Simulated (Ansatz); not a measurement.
## Geometry relaxation of CH₂FNSi

- system: CH₂FNSi, SMILES FC1=N[SiH2]1
- method: B3LYP/6-31G*, RKS (Ansatz 0.2.0)

The geometry comes from this level: PBE0-D4/def2-TZVP. Figures and captions count atoms from 1; the log counts them from 0 in places.

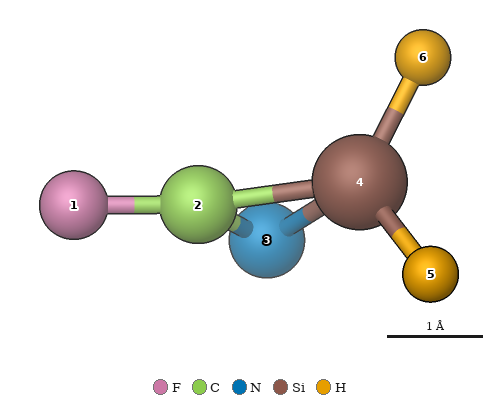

**Figure 1.** The starting structure (ball-and-stick view, seen at a tilt; atoms are numbered from 1 in the order of the input).

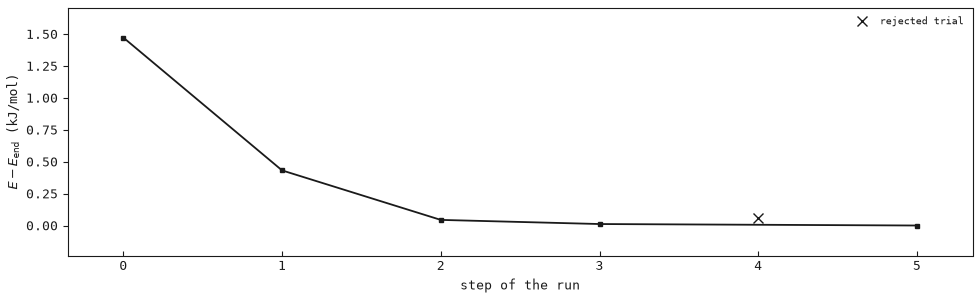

**Figure 2.** Progress of the relaxation, step by step (the first geometry is step 0 here and step 1 in the log).

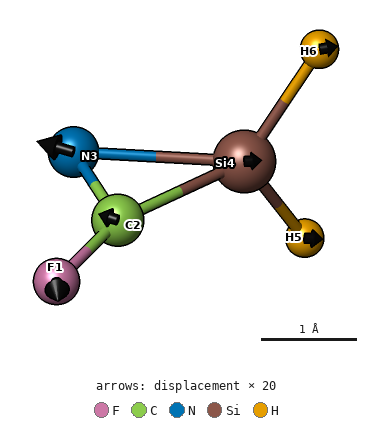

**Figure 3.** The starting structure with the displacements as black arrows, magnified 20 times (ball-and-stick view, seen at a tilt). The two geometries are laid on each other by the best rigid fit. The energy falls by 1.47 kJ/mol in 5 geometry steps. The largest force component goes from 0.62 to 0.0019 eV/Å. The line search rejected the trial step at point 4 (counted from 0) and went back. N3 moves most after the best rigid fit: 0.021 Å. Largest moves by element: N 0.021 Å, F 0.018 Å, C 0.012 Å, H 0.010 Å, Si 0.010 Å. Distances before and after: N3–Si4 1.801 → 1.831 Å, F1–C2 1.313 → 1.328 Å, C2–Si4 1.766 → 1.779 Å, C2–N3 1.261 → 1.268 Å. (Atoms are counted from 1 in the order of the input.)

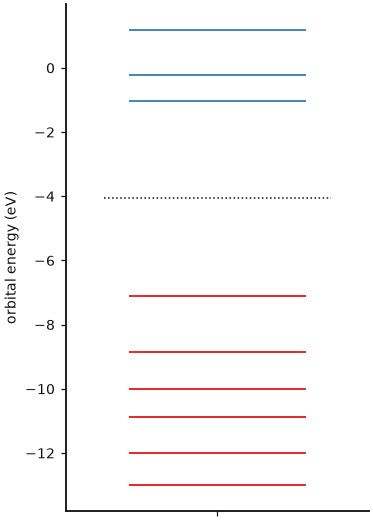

**Figure 4.** Orbital energies near the frontier; the dotted line parts filled from empty levels, and levels within 0.02 eV of each other stand side by side. Highest filled −7.10 eV, lowest empty −1.03 eV, 6.07 eV apart.

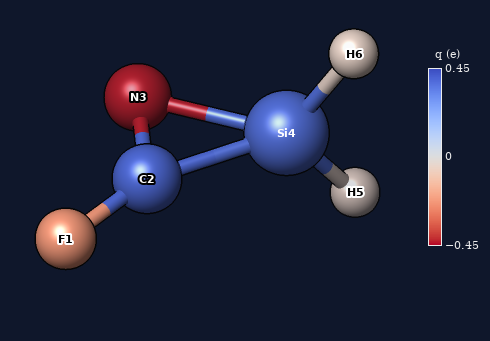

**Figure 5.** Mulliken charges, as the colour of each atom (ball-and-stick view, seen at a tilt; atoms are numbered from 1 in the order of the input; Mulliken charges depend strongly on the basis). By element: F −0.22, C +0.38, N −0.43, Si +0.37 and H −0.05 e.

These pictures come from the run below.

Input:
```yaml
basis:
  gaussian: {orbitals: "6-31G*"}
crystal:
  periodic: [false, false, false]
  atoms:
    - {symbol: F, position_ang: [1.423100, -1.608300, 0.851500]}
    - {symbol: C, position_ang: [0.513000, -0.815400, 0.333600]}
    - {symbol: "N", position_ang: [-0.624100, -1.110900, -0.124500]}
    - {symbol: Si, position_ang: [-0.284400, 0.654600, -0.233900]}
    - {symbol: H, position_ang: [0.001700, 1.243400, -1.557500]}
    - {symbol: H, position_ang: [-0.987300, 1.572700, 0.684600]}
hamiltonian: {xc: {name: B3LYP}}
relax: {f_tol: 0.002}
output: {orbitals: {seedname: orbitals}}
```

Launch command:
```bash
ansatz run job.yaml --threads 1 --pin off --max-ram 3480MiB --events-out events.jsonl --progress --plain --runs-dir runs
```

Log:
```
The last accepted step is kept in runs//last_step.txt (removed where the run ends without a failure and the disk answers)
Functional definition: B3LYP
  name "B3LYP"
  parameter a0 = 0.2
  parameter ax = 0.72
  parameter ac = 0.81
  exchange = (1 - a0 - ax)*slater_x + ax*b88_x + a0*exact_x
  correlation = (1 - ac)*vwn_rpa_c + ac*lyp_c
697 factors; integrals over basis functions are off by at most 6.5e-4 eV
mean field evaluation 1: about -13146.4167 eV, gradient 5.1e1 eV
mean field evaluation 2: about -13124.5642 eV, gradient 1.0e2 eV
mean field evaluation 4: about -13151.8414 eV, gradient 6.7e0 eV
mean field evaluation 8: about -13151.9375 eV, gradient 3.8e-1 eV
mean field evaluation 16: about -13151.9379 eV, gradient 9.9e-6 eV
mean field -13151.93785506 eV, -483.3248014697 hartree, gradient 9.9e-6 eV, S^2 0.000000; 0 other end points of the search recorded, 0 dependent functions left out
the calculation of the forces begins
reference -13151.93804964 eV, -483.3248086205 hartree; 19, 19 occupied and 49, 49 virtual orbitals, 697 factors
relax step   1: F+E_penalty+E_count = -13151.93785506 eV  Δ(F+E_penalty+E_count) = +0.000e0 eV  max|allowed force component| = 6.154e-1 eV/Å  Δτ_max = 0.0000 Å  (27 SCF iters, accepted)
these checks for a lower state are left out or cut short: starts, cluster_reference, orbital_swaps, neighbouring_geometries, increment
697 factors; integrals over basis functions are off by at most 6.5e-4 eV
mean field -13151.94864334 eV, -483.3251979316 hartree, gradient 1.0e-5 eV, S^2 0.000000; 0 other end points of the search recorded, 0 dependent functions left out
the calculation of the forces begins
reference -13151.94883777 eV, -483.3252050770 hartree; 19, 19 occupied and 49, 49 virtual orbitals, 697 factors
relax step   2: F+E_penalty+E_count = -13151.94864334 eV  Δ(F+E_penalty+E_count) = -1.079e-2 eV  max|allowed force component| = 3.903e-1 eV/Å  Δτ_max = 0.0111 Å  (30 SCF iters, accepted)
these checks for a lower state are left out or cut short: starts, cluster_reference, orbital_swaps, neighbouring_geometries, increment
697 factors; integrals over basis functions are off by at most 6.6e-4 eV
mean field -13151.95266288 eV, -483.3253456472 hartree, gradient 1.0e-5 eV, S^2 0.000000; 0 other end points of the search recorded, 0 dependent functions left out
the calculation of the forces begins
reference -13151.95285746 eV, -483.3253527977 hartree; 19, 19 occupied and 49, 49 virtual orbitals, 697 factors
relax step   3: F+E_penalty+E_count = -13151.95266288 eV  Δ(F+E_penalty+E_count) = -4.020e-3 eV  max|allowed force component| = 9.415e-2 eV/Å  Δτ_max = 0.0099 Å  (30 SCF iters, accepted)
these checks for a lower state are left out or cut short: starts, cluster_reference, orbital_swaps, neighbouring_geometries, increment
697 factors; integrals over basis functions are off by at most 6.6e-4 eV
mean field evaluation 32: about -13151.9371 eV, gradient 2.1e-3 eV
mean field -13151.95299895 eV, -483.3253579973 hartree, gradient 1.0e-5 eV, S^2 0.000000; 0 other end points of the search recorded, 0 dependent functions left out
the calculation of the forces begins
reference -13151.95319375 eV, -483.3253651563 hartree; 19, 19 occupied and 49, 49 virtual orbitals, 697 factors
relax step   4: F+E_penalty+E_count = -13151.95299895 eV  Δ(F+E_penalty+E_count) = -3.361e-4 eV  max|allowed force component| = 5.827e-2 eV/Å  Δτ_max = 0.0065 Å  (30 SCF iters, accepted)
these checks for a lower state are left out or cut short: starts, cluster_reference, orbital_swaps, neighbouring_geometries, increment
697 factors; integrals over basis functions are off by at most 6.6e-4 eV
mean field -13151.95252955 eV, -483.3253407472 hartree, gradient 8.1e-6 eV, S^2 0.000000; 0 other end points of the search recorded, 0 dependent functions left out
the calculation of the forces begins
reference -13151.95272447 eV, -483.3253479107 hartree; 19, 19 occupied and 49, 49 virtual orbitals, 697 factors
relax step   5: F+E_penalty+E_count = -13151.95252955 eV  Δ(F+E_penalty+E_count) = +4.694e-4 eV  max|allowed force component| = 1.699e-1 eV/Å  Δτ_max = 0.0051 Å  (24 SCF iters, rejected (line search))
these checks for a lower state are left out or cut short: starts, cluster_reference, orbital_swaps, neighbouring_geometries, increment
697 factors; integrals over basis functions are off by at most 6.6e-4 eV
mean field -13151.95311950 eV, -483.3253624274 hartree, gradient 1.3e-5 eV, S^2 0.000000; 0 other end points of the search recorded, 0 dependent functions left out
the calculation of the forces begins
reference -13151.95331425 eV, -483.3253695845 hartree; 19, 19 occupied and 49, 49 virtual orbitals, 697 factors
relax step   6: F+E_penalty+E_count = -13151.95311950 eV  Δ(F+E_penalty+E_count) = -1.205e-4 eV  max|allowed force component| = 1.947e-3 eV/Å  Δτ_max = 0.0025 Å  (24 SCF iters, accepted)
697 factors; integrals over basis functions are off by at most 6.6e-4 eV
mean field evaluation 64: about -13151.9531 eV, gradient 7.5e-4 eV
mean field -13151.95311950 eV, -483.3253624274 hartree, gradient 1.3e-5 eV, S^2 0.000000; 1 other end points of the search recorded, 0 dependent functions left out
the calculation of the forces begins
reference -13151.95331425 eV, -483.3253695845 hartree; 19, 19 occupied and 49, 49 virtual orbitals, 697 factors
Total energy: -13151.95331425 eV, -483.3253695845 hartree
Atom 0 at     1.439546    -1.610004     0.859027 Å, force     0.000789    -0.000940     0.000448 eV/Å
Atom 1 at     0.506802    -0.825008     0.332326 Å, force     0.001947    -0.000247     0.000921 eV/Å
Atom 2 at    -0.634957    -1.129221    -0.126622 Å, force    -0.001795     0.001891    -0.001036 eV/Å
Atom 3 at    -0.284345     0.664265    -0.235311 Å, force     0.000409    -0.000835     0.000297 eV/Å
Atom 4 at     0.002549     1.253220    -1.560253 Å, force    -0.000977     0.000182     0.000420 eV/Å
Atom 5 at    -0.987596     1.582847     0.684634 Å, force    -0.000373    -0.000051    -0.001050 eV/Å
Dipole moment:     0.046201     0.534994    -0.058177 e Å
```

Trajectory as extended XYZ (Å, eV, eV/Å), 6 frames, from step=1 to step=6:
```
6
Properties=species:S:1:pos:R:3:forces:R:3 step=1 energy=-13151.93786
F     1.4231   -1.6083    0.8515    0.4915  -0.3295   0.2650
C     0.5130   -0.8154    0.3336    0.1590   0.1321   0.0512
N    -0.6241   -1.1109   -0.1245   -0.5934  -0.4882  -0.1901
Si   -0.2844    0.6546   -0.2339   -0.0469   0.6154  -0.1104
H     0.0017    1.2434   -1.5575    0.0029   0.0327  -0.0261
H    -0.9873    1.5727    0.6846   -0.0130   0.0374   0.0105
6
Properties=species:S:1:pos:R:3:forces:R:3 step=2 energy=-13151.94864
F     1.4318   -1.6134    0.8561    0.2084  -0.1287   0.1108
C     0.5133   -0.8197    0.3344   -0.0426   0.0143  -0.0207
N    -0.6291   -1.1175   -0.1257   -0.1663  -0.2820  -0.0319
Si   -0.2865    0.6566   -0.2351   -0.0007   0.3903  -0.0575
H     0.0003    1.2506   -1.5579    0.0035   0.0022  -0.0069
H    -0.9878    1.5795    0.6821   -0.0023   0.0040   0.0063
6
Properties=species:S:1:pos:R:3:forces:R:3 step=3 energy=-13151.95266
F     1.4382   -1.6151    0.8592    0.0235   0.0119   0.0086
C     0.5110   -0.8235    0.3340   -0.0941  -0.0150  -0.0394
N    -0.6324   -1.1268   -0.1258    0.0321  -0.0404   0.0201
Si   -0.2880    0.6617   -0.2366    0.0408   0.0666   0.0082
H     0.0011    1.2552   -1.5596   -0.0021  -0.0113   0.0034
H    -0.9879    1.5845    0.6827   -0.0001  -0.0119  -0.0010
6
Properties=species:S:1:pos:R:3:forces:R:3 step=4 energy=-13151.95300
F     1.4408   -1.6097    0.8595   -0.0189  -0.0163  -0.0063
C     0.5061   -0.8274    0.3323    0.0405   0.0583   0.0103
N    -0.6356   -1.1286   -0.1270   -0.0258  -0.0394  -0.0058
Si   -0.2823    0.6641   -0.2344   -0.0060   0.0185  -0.0056
H     0.0014    1.2541   -1.5602    0.0025  -0.0097   0.0093
H    -0.9883    1.5836    0.6836    0.0076  -0.0115  -0.0018
6
Properties=species:S:1:pos:R:3:forces:R:3 step=5 energy=-13151.95253 accepted=F
F     1.4378   -1.6131    0.8587    0.0026   0.0475  -0.0059
C     0.5078   -0.8227    0.3324   -0.0078  -0.1699   0.0216
N    -0.6344   -1.1279   -0.1265    0.0644   0.0805   0.0166
Si   -0.2781    0.6665   -0.2329   -0.0900   0.0146  -0.0419
H    -0.0008    1.2519   -1.5608    0.0189   0.0125  -0.0031
H    -0.9904    1.5814    0.6829    0.0119   0.0148   0.0127
6
Properties=species:S:1:pos:R:3:forces:R:3 step=6 energy=-13151.95312
F     1.4395   -1.6100    0.8590    0.0008  -0.0009   0.0004
C     0.5068   -0.8250    0.3323    0.0019  -0.0002   0.0009
N    -0.6350   -1.1292   -0.1266   -0.0018   0.0019  -0.0010
Si   -0.2843    0.6643   -0.2353    0.0004  -0.0008   0.0003
H     0.0025    1.2532   -1.5603   -0.0010   0.0002   0.0004
H    -0.9876    1.5828    0.6846   -0.0004  -0.0001  -0.0010
```

Key numbers:

| quantity | value |
| --- | --- |
| outcome | converged |
| total energy | −483.325370 hartree |
| basis functions | 68 |
| largest force | 0.003 eV/Å |
| SCF solution under orbital rotations | stable |
| HOMO | −7.10 eV |
| LUMO | −1.03 eV |
| dipole moment | 2.59 D |
| hardware | 1 thread of Arm Neoverse V2, 112 GiB of memory available, shared host |
| wall time | 17 s |
| peak memory | 0.15 GiB |
